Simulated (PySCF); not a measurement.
# C3H4ClFGe: the cost of one run

Computed with PySCF 2.14.0 and routines of our own; the level stands in each step. Atoms count from 0.

### 1 The starting structure

10 atoms, charge 0, multiplicity 1; geometry from: GFN2-xTB.

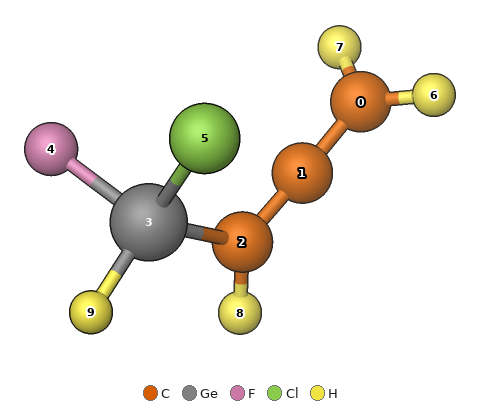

The starting geometry (carbon orange, germanium grey, fluorine pink, chlorine green, hydrogen yellow).

### 2 Vibronic structure: TDDFT HF/def2-SVP

What the job is given:

```
{"job": {"kind": "vib", "xc": "HF", "basis": "def2-SVP", "tda": false}, "charge": 0, "multiplicity": 1}
C      2.212554     0.198422    -0.210470
C      1.087819    -0.225407     0.266376
C     -0.069698    -0.606032     0.709721
Ge    -1.754053     0.101700    -0.028540
F     -2.001803    -0.699812    -1.587348
Cl    -1.690884     2.135669    -0.518292
H      2.733315     1.033681     0.227599
H      2.686064    -0.282858    -1.049867
H     -0.158234    -1.351177     1.486276
H     -3.036197    -0.299530     0.682018
```

Method: TDDFT HF/def2-SVP vertical-gradient vibronic structure (displaced harmonic oscillators, Condon), gas phase.

Run with:

```sh
$ OMP_NUM_THREADS=1 python excited_run.py task.json out
```

One launch serves the whole session: the jobs run in the order shown.

**Question.** How long does this job take on 1 thread of Arm Neoverse V2, shared host, and how much memory does it need?

About 16 s, with a peak of 0.67 GiB.
